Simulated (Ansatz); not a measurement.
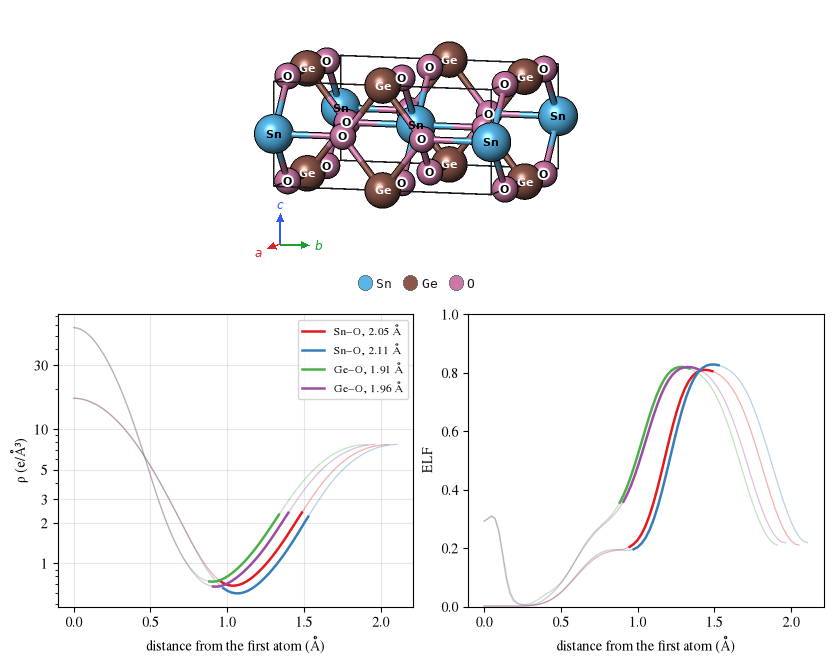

*SnGeO$_{4}$. Valence electron density and electron localisation function along straight lines between neighbouring atoms. Thin, pale parts lie inside the atomic spheres. The structure is drawn too.*

Space group Cmmm; a structure generated by program, which may or may not match a known phase.

The calculation used Ansatz, DFT PBE, scalar-relativistic, plane waves, PAW.

In a PAW calculation such maps are meaningful between the atoms, not at the nuclei.

**What can be read from the curves?**

Sn–O (2.05 Å): ρ is about 0.68 e/Å³ halfway; the ELF peaks at about 0.80 in the valence shell of O, 0.6 Å from its nucleus, and is about 0.25 at the midpoint: no localised pair shows between them.
Sn–O (2.11 Å): the density is about 0.6 e/Å³ at the midpoint; the ELF peaks at about 0.85 in the valence shell of O, 0.6 Å from its nucleus, and is about 0.25 at the midpoint (no localised pair shows between them).
Ge–O (1.91 Å): ρ at the midpoint is about 0.75 e/Å³; the ELF peaks at about 0.80 in the valence shell of O, 0.6 Å from its nucleus, and is about 0.45 at the midpoint.
Ge–O (1.96 Å): ρ at the midpoint is about 0.69 e/Å³; the ELF peaks at about 0.80 in the valence shell of O, 0.6 Å from its nucleus, and is about 0.45 at the midpoint.
